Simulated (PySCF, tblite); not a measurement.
# C5H7NO2Si: geometry, infrared bands and NMR shifts

Wanted: the infrared bands and NMR shifts of C5H7NO2Si (`C[SiH2]/C=C(\C#N)OC=O`), by calculation.

Computed with tblite 0.8.0 and PySCF 2.14.0, with density-fitted response routines of our own, on a single molecule in the gas phase. Atoms count from 0, in the outputs and in this text.

## (1) The starting structure

16 atoms, charge 0, multiplicity 1; geometry from: force field or distance geometry start.

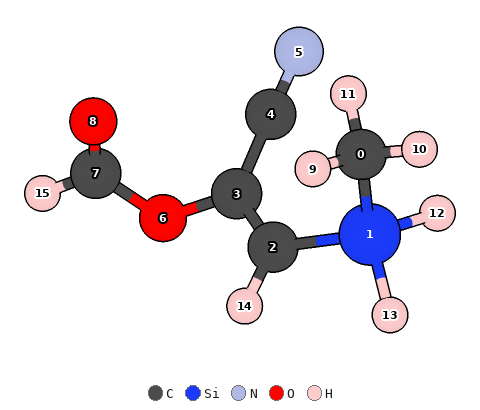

The starting geometry (carbon dark grey, silicon blue, nitrogen light blue, oxygen red, hydrogen pink), atoms numbered.

## (2) Optimising the geometry with GFN2-xTB

The job: settings as JSON, then the geometry in Å.

```
{"job": {"kind": "relax", "xc": "GFN2-xTB", "basis": "xTB"}, "charge": 0, "multiplicity": 1}
C     -2.026100     1.371000    -0.392900
Si    -1.787700    -0.450400    -0.439700
C     -0.001200    -0.923700    -0.522400
C      0.947600    -0.744800     0.391600
C      0.716000    -0.195700     1.708800
N      0.513500     0.235700     2.758100
O      2.249500    -1.218500     0.110900
C      3.162900    -0.204600    -0.013200
O      2.949600     0.989200     0.015200
H     -1.610900     1.850800    -1.274100
H     -3.103100     1.620700    -0.364900
H     -1.570100     1.821400     0.490000
H     -2.380700    -1.086200     0.781600
H     -2.458900    -1.027600    -1.619500
H      0.244600    -1.373400    -1.470900
H      4.147300    -0.655200    -0.170100
```

The run is started by

```console
> OMP_NUM_THREADS=1 python probes_run.py task.json out
```

The driver reads the jobs from task.json and runs them one after another.

The program printed:

```text
step      E/eV     max force
  0    -733.81158    2.064
  1    -733.93262    2.016
  2    -733.95763    2.046
  3    -733.98268    1.533
  4    -733.99848    0.755
  5    -734.01097    0.276
  6    -734.02256    0.242
  7    -734.02797    0.207
  8    -734.03055    0.112
  9    -734.03249    0.112
 10    -734.03401    0.109
 11    -734.03502    0.080
 12    -734.03575    0.071
 13    -734.03635    0.073
 14    -734.03685    0.069
 15    -734.03728    0.049
 16    -734.03780    0.060
 17    -734.03851    0.100
 18    -734.03939    0.113
 19    -734.04033    0.107
 20    -734.04133    0.082
 21    -734.04256    0.101
 22    -734.04405    0.136
 23    -734.04536    0.110
 24    -734.04614    0.065
 25    -734.04659    0.056
 26    -734.04698    0.056
 27    -734.04740    0.061
 28    -734.04775    0.052
 29    -734.04799    0.038
 30    -734.04815    0.032
 31    -734.04831    0.036
 32    -734.04849    0.038
 33    -734.04867    0.035
 34    -734.04886    0.034
 35    -734.04907    0.037
 36    -734.04930    0.041
 37    -734.04955    0.043
 38    -734.04977    0.036
 39    -734.05000    0.041
 40    -734.05027    0.044
 41    -734.05059    0.057
 42    -734.05096    0.060
 43    -734.05132    0.058
 44    -734.05166    0.044
 45    -734.05204    0.055
 46    -734.05244    0.060
 47    -734.05281    0.044
 48    -734.05311    0.035
 49    -734.05341    0.052
 50    -734.05384    0.081
 51    -734.05454    0.102
 52    -734.05557    0.098
 53    -734.05674    0.100
 54    -734.05776    0.090
 55    -734.05831    0.112
 56    -734.05788    0.304
 57    -734.05919    0.065
 58    -734.05956    0.056
 59    -734.06075    0.072
 60    -734.06126    0.067
 61    -734.06251    0.089
 62    -734.06351    0.060
 63    -734.06420    0.053
 64    -734.06452    0.047
 65    -734.06491    0.068
 66    -734.06545    0.091
 67    -734.06612    0.102
 68    -734.06670    0.057
 69    -734.06702    0.116
 70    -734.06736    0.089
 71    -734.06761    0.082
 72    -734.06819    0.040
 73    -734.06840    0.044
 74    -734.06874    0.061
 75    -734.06911    0.095
 76    -734.06974    0.103
 77    -734.07040    0.090
 78    -734.07089    0.092
 79    -734.07113    0.060
 80    -734.07134    0.056
 81    -734.07155    0.038
 82    -734.07193    0.034
 83    -734.07217    0.049
 84    -734.07271    0.077
 85    -734.07347    0.093
 86    -734.07456    0.086
 87    -734.07494    0.280
 88    -734.07483    0.327
 89    -734.07605    0.053
 90    -734.07624    0.042
 91    -734.07698    0.080
 92    -734.07741    0.079
 93    -734.07801    0.066
 94    -734.07846    0.058
 95    -734.07891    0.053
 96    -734.07935    0.047
 97    -734.07980    0.092
 98    -734.08008    0.136
 99    -734.08044    0.072
100    -734.08076    0.053
101    -734.08128    0.054
102    -734.08193    0.102
103    -734.08264    0.141
104    -734.08326    0.072
105    -734.08371    0.125
106    -734.08409    0.142
107    -734.08439    0.069
108    -734.08458    0.147
109    -734.08494    0.073
110    -734.08510    0.064
111    -734.08524    0.036
112    -734.08553    0.061
113    -734.08582    0.074
114    -734.08619    0.059
115    -734.08637    0.039
116    -734.08644    0.022
117    -734.08647    0.013
118    -734.08649    0.012
119    -734.08651    0.012
120    -734.08653    0.012
121    -734.08654    0.012
122    -734.08656    0.012
123    -734.08658    0.010
```

Run time: 1.5 s. Hardware: 1 thread of Arm Neoverse N1, shared host; peak memory 0.18 GiB.

The steps of the relaxation: (not every step is listed)

```
step  energy from step 0 (eV)  largest force (eV/Å)
   0                   0.0000                2.0637
   1                  -0.1210                2.0164
   2                  -0.1460                2.0463
   3                  -0.1711                1.5332
   4                  -0.1869                0.7550
   5                  -0.1994                0.2765
   6                  -0.2110                0.2418
   7                  -0.2164                0.2068
   8                  -0.2190                0.1116
  19                  -0.2287                0.1066
  30                  -0.2366                0.0315
  41                  -0.2390                0.0569
  52                  -0.2440                0.0982
  63                  -0.2526                0.0532
  74                  -0.2572                0.0605
  85                  -0.2619                0.0925
  96                  -0.2678                0.0473
 107                  -0.2728                0.0687
 118                  -0.2749                0.0122
 119                  -0.2749                0.0120
 120                  -0.2749                0.0123
 121                  -0.2750                0.0122
 122                  -0.2750                0.0122
 123                  -0.2750                0.0099
```

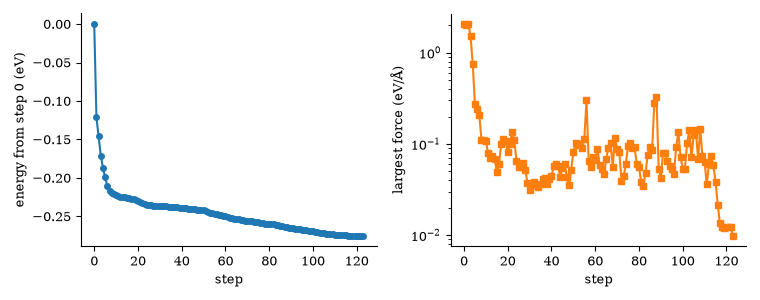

Energy and force, step by step.

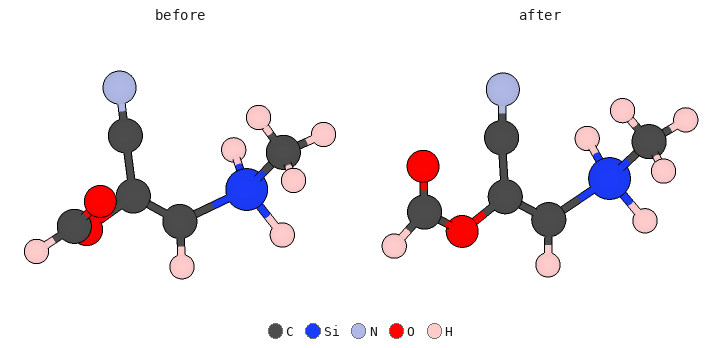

Before and after, at one scale.

Distances of close pairs at the start and the end, largest changes first:

```
   bond  before (Å)  after (Å)  change (Å)
 C0–Si1       1.838      1.895      +0.057
 Si1–C2       1.850      1.893      +0.043
  O6–C7       1.370      1.327      -0.043
Si1–H12       1.499      1.464      -0.035
  C3–C4       1.446      1.419      -0.026
  C7–O8       1.213      1.192      -0.021
 C0–H10       1.106      1.086      -0.020
  C3–O6       1.414      1.395      -0.018
```

The end geometry stands in the next job.

## (3) Harmonic vibrations with GFN2-xTB

The job: settings as JSON, then the geometry in Å.

```
{"job": {"kind": "ir", "xc": "GFN2-xTB", "basis": "xTB"}, "charge": 0, "multiplicity": 1}
C     -2.143895     1.332136    -0.339724
Si    -1.870701    -0.542724    -0.341424
C     -0.051946    -0.911335    -0.717578
C      0.972999    -0.547997     0.057481
C      0.756475     0.169106     1.263169
N      0.449504     0.715232     2.223475
O      2.268897    -0.912633    -0.309236
C      3.317719    -0.351616     0.280011
O      3.304504     0.498733     1.115070
H     -1.835353     1.783809    -1.279027
H     -3.192790     1.568964    -0.188962
H     -1.579607     1.805900     0.458679
H     -2.211457    -1.140816     0.950746
H     -2.621699    -1.187156    -1.425476
H      0.202454    -1.463596    -1.611499
H      4.227296    -0.807062    -0.147116
```

The program printed:

```text
mode    cm-1     km/mol
  1      17.6      1.31
  2      40.6      2.26
  3      87.1      3.06
  4     109.8      4.98
  5     135.0      1.96
  6     164.9      0.59
  7     193.4      9.05
  8     242.7      1.40
  9     269.4     16.02
 10     315.2     12.37
 11     358.8     17.55
 12     454.6     51.29
 13     548.1      1.95
 14     572.5     15.41
 15     619.1      1.35
 16     675.6    135.55
 17     700.3     24.49
 18     764.1     57.09
 19     770.6    182.72
 20     800.7     48.49
 21     823.1     45.88
 22     832.8     69.37
 23     839.5    110.21
 24     852.0    237.87
 25     930.0      6.55
 26    1062.0     30.60
 27    1148.2    418.56
 28    1269.0     72.36
 29    1348.7      9.50
 30    1365.5     12.67
 31    1471.7      0.41
 32    1476.2      1.22
 33    1614.7     63.25
 34    1790.5    492.40
 35    2230.9    337.52
 36    2261.1    220.48
 37    2360.0     86.21
 38    2832.1     91.66
 39    3031.8     16.09
 40    3043.3     13.31
 41    3047.5     17.32
 42    3070.5     10.39
```

Run time: 1 s. Hardware: 1 thread of Arm Neoverse N1, shared host; peak memory 0.18 GiB.

The strongest bands and the atoms that carry them (share of the mass-weighted mode):

```
cm⁻¹  km/mol                         atoms
 676   135.6   H12 39 %, H13 31 %, C2 11 %
 771   182.7  H12 32 %, H13 31 %, Si1 14 %
 840   110.2             H14 61 %, C2 15 %
 852   237.9   H10 21 %, Si1 18 %, C2 14 %
1148   418.6              O6 52 %, C7 30 %
1790   492.4              C7 58 %, O8 39 %
2231   337.5                      H13 95 %
2261   220.5                      H12 95 %
```

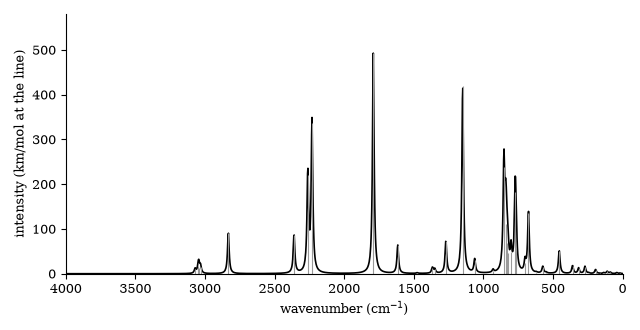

The infrared spectrum from these modes, unscaled. Lines are broadened to a width of 14 cm⁻¹ (Lorentzian).

## (4) Shielding tensors: PBE0/pcSseg-1

The job, as its differences from that of step 3:

```diff
@@ -1,2 +1,2 @@
-{"job": {"kind": "ir", "xc": "GFN2-xTB", "basis": "xTB"}, "charge": 0, "multiplicity": 1}
+{"job": {"kind": "nmr", "xc": "PBE0", "basis": "pcSseg-1"}, "charge": 0, "multiplicity": 1}
 C     -2.143895     1.332136    -0.339724
```

Level: GIAO PBE0/pcSseg-1 NMR shielding, non-relativistic, gas phase.

The program printed:

```text
coarse grid: 14632 points
cycle   1  E = -688.4920270771  dE =  1.424e+00  |g| = 9.896e-01  |ddm| = 3.782e+00
cycle   2  E = -687.8931461864  dE =  5.989e-01  |g| = 1.990e+00  |ddm| = 1.979e+00
cycle   3  E = -688.6715306889  dE = -7.784e-01  |g| = 3.212e-01  |ddm| = 1.460e+00
cycle   4  E = -688.6902949902  dE = -1.876e-02  |g| = 1.005e-01  |ddm| = 2.718e-01
cycle   5  E = -688.6920150917  dE = -1.720e-03  |g| = 3.522e-02  |ddm| = 8.589e-02
cycle   6  E = -688.6922396338  dE = -2.245e-04  |g| = 1.475e-02  |ddm| = 3.181e-02
cycle   7  E = -688.6922814930  dE = -4.186e-05  |g| = 4.018e-03  |ddm| = 1.155e-02
cycle   8  E = -688.6922847039  dE = -3.211e-06  |g| = 9.270e-04  |ddm| = 3.422e-03
final grid: 138984 points
cycle   9  E = -688.7654853529  dE = -1.779e-05  |g| = 1.295e-02  |ddm| = 2.635e-02
cycle  10  E = -688.7654472738  dE =  3.808e-05  |g| = 1.955e-02  |ddm| = 1.954e-02
cycle  11  E = -688.7655157149  dE = -6.844e-05  |g| = 2.284e-03  |ddm| = 1.182e-02
cycle  12  E = -688.7655166813  dE = -9.663e-07  |g| = 4.797e-04  |ddm| = 1.647e-03
cycle  13  E = -688.7655167186  dE = -3.732e-08  |g| = 1.600e-04  |ddm| = 3.974e-04
cycle  14  E = -688.7655167232  dE = -4.620e-09  |g| = 7.344e-05  |ddm| = 1.632e-04
cycle  15  E = -688.7655167242  dE = -9.763e-10  |g| = 3.037e-05  |ddm| = 6.668e-05
converged SCF energy = -688.7655167242

GIAO shielding tensors (ppm)
atom      isotropic    diamagn.    paramagn.     s11        s22        s33       span
  0 C      195.493     254.703     -59.209    187.863    195.129    203.488     15.625
  1 Si     402.405     881.545    -479.140    372.154    403.072    431.991     59.837
  2 C       51.391     261.974    -210.583    -56.550     37.895    172.828    229.378
  3 C       48.555     257.807    -209.252    -65.864     95.448    116.082    181.946
  4 C       69.130     267.072    -197.942    -50.613    -35.908    293.909    344.522
  5 N      -72.871     341.785    -414.656   -215.197   -195.767    192.352    407.549
  6 O       70.709     400.165    -329.456    -87.685    122.874    176.939    264.624
  7 C       27.068     241.479    -214.411    -83.574     75.047     89.730    173.304
  8 O     -127.160     401.538    -528.697   -418.953   -245.136    282.609    701.562
  9 H       31.560      31.733      -0.173     27.320     28.621     38.738     11.418
 10 H       31.558      28.614       2.945     26.932     27.911     39.832     12.900
 11 H       30.443      33.804      -3.361     24.634     29.448     37.246     12.612
 12 H       27.006      29.919      -2.913     23.707     25.504     31.808      8.101
 13 H       27.331      29.212      -1.881     23.810     25.348     32.836      9.026
 14 H       24.977      32.280      -7.303     22.777     24.029     28.124      5.347
 15 H       23.711      23.427       0.284     19.080     23.706     28.348      9.268
```

It took 62 s on 1 thread of Arm Neoverse N1, shared host; peak memory 0.85 GiB.

The references, computed at this level on geometries of the same kind, shield at (ppm): ¹H TMS 31.72, ¹³C TMS 186.9, ²⁹Si TMS 349.2, ¹⁵N NH3 267.7, ¹⁷O H2O 336.1. Their shielding less the atom's gives the shift. The references are single molecules in the gas phase, so shifts against H2O, NH3, PH3, H3PO4 or CFCl3 are not on the usual liquid scales and can be off by tens of ppm. Atoms listed in one row are averaged.

```
       atoms                                                  environment  σ (ppm)  δ (ppm)  δ scaled to CDCl3
          C7                                        ester carbonyl carbon     27.1    159.9              154.1
          C3                                 alkene carbon bearing oxygen     48.6    138.4              133.1
          C2                β carbon of an enol-ether or enamine type C=C     51.4    135.5              130.4
          C4                                               nitrile carbon     69.1    117.8              113.1
          C0                                   methyl carbon bonded to Si    195.5     -8.6              -10.3
         H15                         hydrogen on an ester carbonyl carbon    23.71     8.01               7.65
         H14  hydrogen on a β carbon of an enol-ether or enamine type C=C    24.98     6.74               6.46
    H12, H13                          hydrogen on a silicon bonded to 2 C    27.17     4.55                  –
H9, H10, H11                     hydrogen on a methyl carbon bonded to Si    31.19     0.53               0.60
         Si1                                   silicon bonded to 2 C, 2 H    402.4    -53.2                  –
          N5                                             nitrile nitrogen    -72.9    340.6                  –
          O8                                        ester carbonyl oxygen   -127.2    463.2                  –
          O6                                          ester alkoxy oxygen     70.7    265.4                  –
```

The scaled column applies a straight-line fit of computed shieldings to shifts measured in CDCl3 (root-mean-square error 0.16 ppm for H, 1.9 ppm for C).

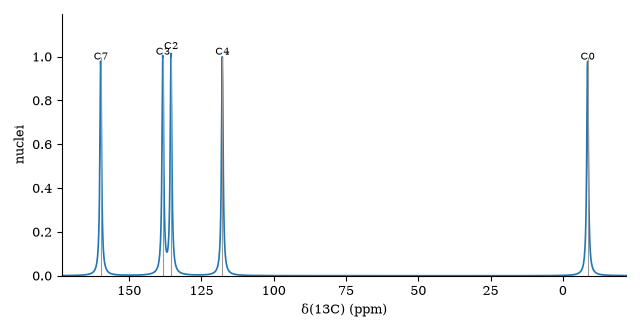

¹³C lines at the computed shifts, without couplings. Lines are broadened to a width of 0.67 ppm (Lorentzian).

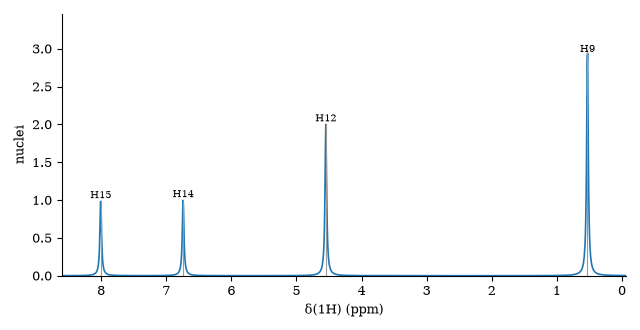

¹H lines at the computed shifts, without couplings. Lines are broadened to a width of 0.03 ppm (Lorentzian).

Charges from the same density, by scheme (e):

```
atoms  Mulliken    IAO  Hirshfeld  ESP fit
   C0     -0.63  -0.71      -0.21    -0.56
  Si1      0.71   0.77       0.35     0.67
   C2     -0.39  -0.41      -0.12    -0.57
   C3      0.22   0.16       0.09     0.30
   C4      0.09   0.12       0.07     0.39
   N5     -0.22  -0.20      -0.18    -0.43
   O6     -0.42  -0.30      -0.08    -0.37
   C7      0.44   0.40       0.19     0.59
   O8     -0.37  -0.40      -0.22    -0.46
```

ESP fit charges:

C0 -0.56; Si1 0.67; C2 -0.57; C3 0.30; C4 0.39; N5 -0.43; O6 -0.37; C7 0.59; O8 -0.46; H9 0.15; H10 0.14; H11 0.14; H12 -0.14; H13 -0.14; H14 0.25; H15 0.04

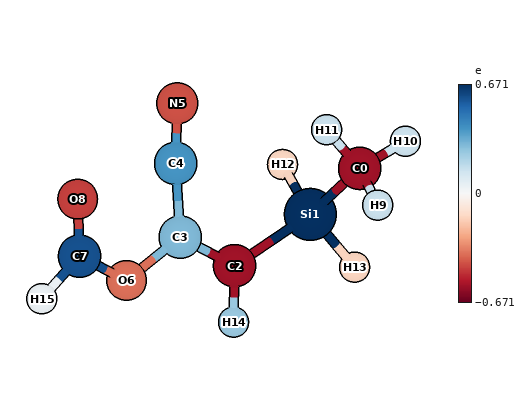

ESP fit charges, as colours on the atoms.

Mayer bond orders: C0–Si1 0.97, Si1–C2 0.83, C2–C3 1.83, C3–C4 1.02, C4–N5 2.92, C3–O6 0.90, O6–C7 1.07, C7–O8 1.99.

## (5) Results

```
                                                              quantity                                 value
                             strongest single infrared mode (GFN2-xTB)                 1790 cm⁻¹, 492 km/mol
                                          zero-point energy (GFN2-xTB)                         66.5 kcal/mol
                                ¹³C shifts against TMS (PBE0/pcSseg-1)  159.9, 138.4, 135.5, 117.8, -8.6 ppm
¹H shifts against TMS (PBE0/pcSseg-1, means over atoms taken as alike)            8.01, 6.74, 4.55, 0.53 ppm
                               ²⁹Si shifts against TMS (PBE0/pcSseg-1)                             -53.2 ppm
                                ¹⁵N shifts against NH3 (PBE0/pcSseg-1)                             340.6 ppm
                                ¹⁷O shifts against H2O (PBE0/pcSseg-1)                      463.2, 265.4 ppm
```

The optimisation took 123 steps and gained 0.275 eV; among the close pairs (by a distance rule), C0–Si1 changed most, from 1.838 to 1.895 Å. All 42 modes are real, so the xTB geometry is a minimum. The strongest single mode, at 1790 cm⁻¹, moves mainly C7 and O8. Unscaled tight-binding wavenumbers are off by several per cent, some by more. Its intensities can rank the bands wrongly. At PBE0/pcSseg-1: The largest span, 702 ppm, is at O8, where the paramagnetic term is -529 ppm.
